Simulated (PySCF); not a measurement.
```csv
atom,x (Å),y (Å),z (Å)
Si,0.1529,0.5281,0.6975
C,0.1621,0.1014,2.5156
C,0.6944,0.8653,3.4770
H,-0.3072,-0.8490,2.8021
H,1.1766,1.8244,3.2533
H,0.6763,0.5737,4.5335
C,1.8924,0.8022,0.0502
C,3.0064,0.5478,0.7474
H,2.0130,1.2247,-0.9579
H,2.9656,0.1356,1.7619
H,4.0065,0.7396,0.3412
C,-0.8194,2.0981,0.3813
C,-1.5182,2.7492,1.3186
H,-0.8173,2.5183,-0.6343
H,-1.5621,2.3906,2.3533
H,-2.0752,3.6676,1.0998
O,-0.5906,-0.7903,-0.0052
C,-0.6642,-1.2708,-1.3378
C,0.6020,-2.0680,-1.6426
C,-1.8897,-2.1765,-1.3866
C,-0.8257,-0.1175,-2.3258
H,0.5580,-2.5144,-2.6479
H,1.4916,-1.4230,-1.5878
H,0.7223,-2.8754,-0.9056
H,-1.7885,-2.9816,-0.6442
H,-2.0111,-2.6294,-2.3820
H,-2.7952,-1.6008,-1.1448
H,0.0542,0.5454,-2.3127
H,-1.7158,0.4799,-2.0782
H,-0.9377,-0.4964,-3.3526
```

Geometry: PBE0-D3(BJ)/def2-SVP.

Theory: PBE0/pcSseg-1, SCF density, gas phase, non-relativistic (PySCF 2.14.0).

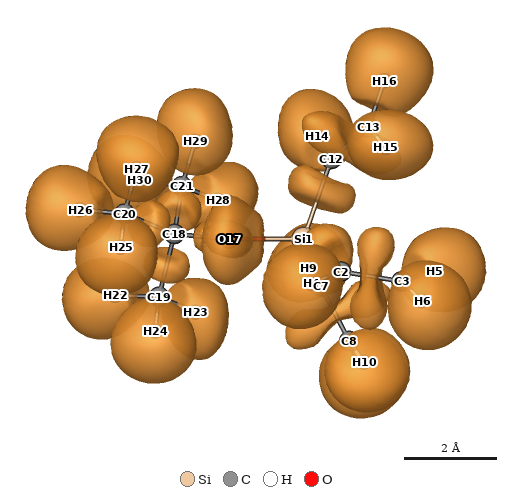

C10H18OSi (Si(vinyl)3(OtBu)). Isosurface of the electron localisation function at 0.75 (orange), seen at a tilt. Only the valence region is drawn (cores and ρ < 0.01 e/Å³ removed).

**Identify the bonds, lone pairs and shells in this picture.**

The ELF exceeds this value in six regions between bonded C–C atoms (shared pairs), three regions between bonded C–Si atoms (shared pairs), 18 regions around hydrogen nuclei and one region on O in which the atom's valence shell and bonds are merged.

Values along the shortest contacts:
C–C (1.34 Å): the ELF peaks at about 0.90 between the atoms: a multiple bond. C–O (1.42 Å): the ELF peaks at about 0.90 between the atoms: a polar covalent bond.
